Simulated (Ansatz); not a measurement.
Run report: Si$_{2}$H$_{8}$, geometry relaxation

The run: geometry relaxation of Si$_{2}$H$_{8}$. Method and program: RKS PBE0-D4/def2-TZVP (Ansatz 0.2.0).

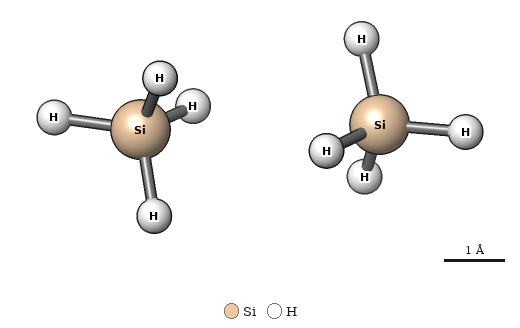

Figure 1. The structure as given in the input (ball-and-stick view, seen at a tilt).

Input:
```yaml
crystal:
  periodic: [false, false, false]
  atoms:
    - {symbol: Si, position_ang: [0.023921, -0.166848, -1.996623]}
    - {symbol: H, position_ang: [-1.148148, 0.767688, -1.900172]}
    - {symbol: H, position_ang: [0.036162, -0.818811, -3.350524]}
    - {symbol: H, position_ang: [-0.092888, -1.225061, -0.935255]}
    - {symbol: H, position_ang: [1.300345, 0.599467, -1.798099]}
    - {symbol: Si, position_ang: [-0.024079, 0.166567, 1.996566]}
    - {symbol: H, position_ang: [1.132451, -0.776286, 1.823092]}
    - {symbol: H, position_ang: [0.048380, 0.807677, 3.354149]}
    - {symbol: H, position_ang: [-1.316399, -0.588853, 1.866324]}
    - {symbol: H, position_ang: [0.040055, 1.234361, 0.940542]}
basis:
  gaussian: {orbitals: def2-TZVP}
hamiltonian: {xc: pbe0, dispersion: d4}
relax: {f_tol: 0.005, max_steps: 200}
```

Machine: 2 threads of Arm Neoverse V2, 23 GiB of memory available, shared host.

Launch command:
```bash
ansatz run in.yaml --threads 2 --pin off --events-out ev --progress --plain --max-ram 5222MiB
```

Output:
```
Functional definition: PBE0
  name "PBE0"
  cite "Adamo & Barone, J. Chem. Phys. 110, 6158 (1999) doi:10.1063/1.478522"
  cite "Perdew, Burke & Ernzerhof, Phys. Rev. Lett. 77, 3865 (1996) doi:10.1103/PhysRevLett.77.3865"
  parent pbe
  parameter a = 0.25
  parameter kappa = 0.804
  parameter beta = 0.06672455060314922
  exchange = (1 - a)*pbe_x(kappa = kappa, mu = beta*pi^2/3) + a*exact_x
  correlation = pbe_c(beta = beta)
888 factors; their error is unknown
mean field evaluation 1: about -15877.6390 eV, gradient 1.1e1 eV
mean field evaluation 2: about -15878.0145 eV, gradient 4.9e0 eV
mean field evaluation 4: about -15878.0873 eV, gradient 1.1e-1 eV
mean field evaluation 8: about -15878.1547 eV, gradient 1.1e-1 eV
mean field -15878.15468333 eV, -583.5114220128 hartree, gradient 4.7e-5 eV, S^2 0.000000; 0 other end points of the search recorded, 0 dependent functions left out
the calculation of the forces begins
reference -15878.15472099 eV, -583.5114233965 hartree; 18, 18 occupied and 104, 104 virtual orbitals, 888 factors
relax step   1: F+E_penalty+E_count = -15878.27044061 eV  Δ(F+E_penalty+E_count) = +0.000e0 eV  max|allowed force component| = 2.891e-1 eV/Å  Δτ_max = 0.0000 Å  (22 SCF iters, accepted)
these checks for a lower state are left out or cut short: starts, cluster_reference, orbital_swaps, neighbouring_geometries, increment
888 factors; their error is unknown
mean field evaluation 16: about -15878.1099 eV, gradient 2.4e-3 eV
mean field -15878.17719451 eV, -583.5122492833 hartree, gradient 5.5e-5 eV, S^2 0.000000; 0 other end points of the search recorded, 0 dependent functions left out
the calculation of the forces begins
reference -15878.17723216 eV, -583.5122506669 hartree; 18, 18 occupied and 104, 104 virtual orbitals, 888 factors
relax step   2: F+E_penalty+E_count = -15878.29230205 eV  Δ(F+E_penalty+E_count) = -2.186e-2 eV  max|allowed force component| = 6.565e-2 eV/Å  Δτ_max = 0.0212 Å  (21 SCF iters, accepted)
these checks for a lower state are left out or cut short: starts, cluster_reference, orbital_swaps, neighbouring_geometries, increment
888 factors; their error is unknown
mean field -15878.17821002 eV, -583.5122866024 hartree, gradient 5.5e-5 eV, S^2 0.000000; 0 other end points of the search recorded, 0 dependent functions left out
the calculation of the forces begins
reference -15878.17824764 eV, -583.5122879850 hartree; 18, 18 occupied and 104, 104 virtual orbitals, 888 factors
relax step   3: F+E_penalty+E_count = -15878.29344366 eV  Δ(F+E_penalty+E_count) = -1.142e-3 eV  max|allowed force component| = 4.673e-3 eV/Å  Δτ_max = 0.0075 Å  (22 SCF iters, accepted)
888 factors; their error is unknown
mean field evaluation 32: about -15878.1114 eV, gradient 1.1e-1 eV
```

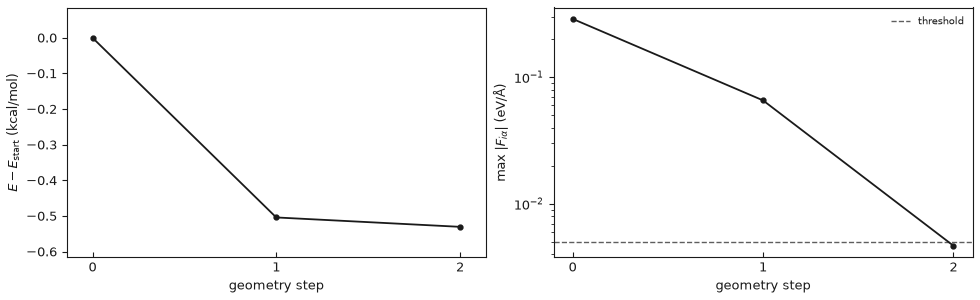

Figure 2. Progress of the relaxation, step by step (the first geometry is step 0 here and step 1 in the log).

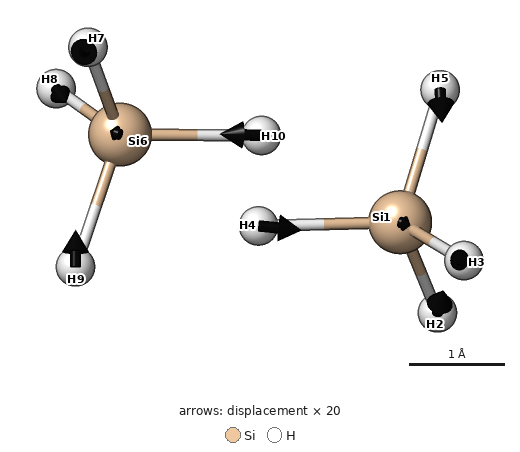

Figure 3. The starting structure with the displacements as black arrows, magnified 20 times (ball-and-stick view, seen at a tilt). The two geometries are laid on each other by the best rigid fit. The largest move after the best rigid fit is that of H4, 0.023 Å. Largest moves by element: H 0.023 Å, Si 0.007 Å. Among the contacts that change: Si1–H2 1.502 → 1.484 Å, Si1–H3 1.503 → 1.485 Å. Over 2 geometry steps the energy falls by 0.53 kcal/mol. The largest force component goes from 0.29 to 0.0047 eV/Å. (Atoms are counted from 1 in the order of the input.)

```
mean field -15878.17821002 eV, -583.5122866024 hartree, gradient 5.5e-5 eV, S^2 0.000000; 1 other end points of the search recorded, 0 dependent functions left out
the calculation of the forces begins
reference -15878.17824764 eV, -583.5122879850 hartree; 18, 18 occupied and 104, 104 virtual orbitals, 888 factors
Total energy: -15878.29348128 eV, -583.5165227432 hartree
Atom 0 at     0.023581    -0.166078    -2.003062 Å, force     0.000472     0.002072    -0.004673 eV/Å
Atom 1 at    -1.132625     0.760125    -1.908218 Å, force     0.002380    -0.001475     0.000117 eV/Å
Atom 2 at     0.033448    -0.813634    -3.339679 Å, force    -0.000669     0.001476     0.003774 eV/Å
Atom 3 at    -0.093416    -1.210795    -0.953266 Å, force    -0.000318     0.001141    -0.000038 eV/Å
Atom 4 at     1.285961     0.590233    -1.808121 Å, force    -0.002339    -0.002306    -0.000514 eV/Å
Atom 5 at    -0.023522     0.166035     2.003062 Å, force     0.000395    -0.001127     0.004158 eV/Å
Atom 6 at     1.121143    -0.764391     1.837102 Å, force    -0.001609     0.002310     0.001000 eV/Å
Atom 7 at     0.044021     0.802887     3.343157 Å, force    -0.001150    -0.001048    -0.003996 eV/Å
Atom 8 at    -1.298473    -0.583063     1.872636 Å, force     0.002691     0.000719    -0.000276 eV/Å
Atom 9 at     0.039680     1.218580     0.956390 Å, force     0.000148    -0.001763     0.000447 eV/Å
Dipole moment:     0.000473    -0.000107    -0.000113 e Å
```

Trajectory as extended XYZ (Å, eV, eV/Å), 3 frames, from step=1 to step=3:
```
10
Properties=species:S:1:pos:R:3:forces:R:3 step=1 energy=-15878.27044
Si    0.0239   -0.1668   -1.9966    0.0008   0.0050  -0.0058
H    -1.1481    0.7677   -1.9002    0.2495  -0.1957  -0.0194
H     0.0362   -0.8188   -3.3505   -0.0047   0.1320   0.2854
H    -0.0929   -1.2251   -0.9353    0.0231   0.2189  -0.2238
H     1.3003    0.5995   -1.7981   -0.2694  -0.1591  -0.0407
Si   -0.0241    0.1666    1.9966   -0.0021  -0.0062   0.0111
H     1.1325   -0.7763    1.8231   -0.2465   0.2006   0.0397
H     0.0484    0.8077    3.3541   -0.0155  -0.1363  -0.2891
H    -1.3164   -0.5889    1.8663    0.2802   0.1627   0.0258
H     0.0401    1.2344    0.9405   -0.0155  -0.2218   0.2169
10
Properties=species:S:1:pos:R:3:forces:R:3 step=2 energy=-15878.29230
Si    0.0241   -0.1670   -2.0055   -0.0012  -0.0018   0.0016
H    -1.1364    0.7598   -1.9093    0.0560  -0.0437  -0.0058
H     0.0352   -0.8153   -3.3458   -0.0007   0.0328   0.0634
H    -0.0924   -1.2158   -0.9543    0.0054   0.0511  -0.0487
H     1.2885    0.5926   -1.8082   -0.0601  -0.0370  -0.0111
Si   -0.0239    0.1671    2.0055   -0.0013  -0.0008   0.0001
H     1.1221   -0.7669    1.8350   -0.0547   0.0454   0.0097
H     0.0471    0.8030    3.3499   -0.0048  -0.0308  -0.0657
H    -1.3035   -0.5817    1.8749    0.0633   0.0353   0.0074
H     0.0388    1.2241    0.9579   -0.0019  -0.0506   0.0492
10
Properties=species:S:1:pos:R:3:forces:R:3 step=3 energy=-15878.29344
Si    0.0236   -0.1661   -2.0031    0.0005   0.0021  -0.0047
H    -1.1326    0.7601   -1.9082    0.0024  -0.0015   0.0001
H     0.0334   -0.8136   -3.3397   -0.0007   0.0015   0.0038
H    -0.0934   -1.2108   -0.9533   -0.0003   0.0011   0.0000
H     1.2860    0.5902   -1.8081   -0.0023  -0.0023  -0.0005
Si   -0.0235    0.1660    2.0031    0.0004  -0.0011   0.0042
H     1.1211   -0.7644    1.8371   -0.0016   0.0023   0.0010
H     0.0440    0.8029    3.3432   -0.0011  -0.0010  -0.0040
H    -1.2985   -0.5831    1.8726    0.0027   0.0007  -0.0003
H     0.0397    1.2186    0.9564    0.0001  -0.0018   0.0004
```

Results in brief:

| quantity | value |
| --- | --- |
| outcome | converged |
| total energy | −15878.2935 eV |
| mean-field energy | −15878.1782 eV |
| dispersion energy | −0.1152 eV |
| SCF solution under orbital rotations | stable |
| largest force (length of the vector) at the end | 0.005 eV/Å |
| dipole moment | 0.00 D |
| wall time | 6 s (CPU time 11 s) |
| peak memory | 0.2 GiB |
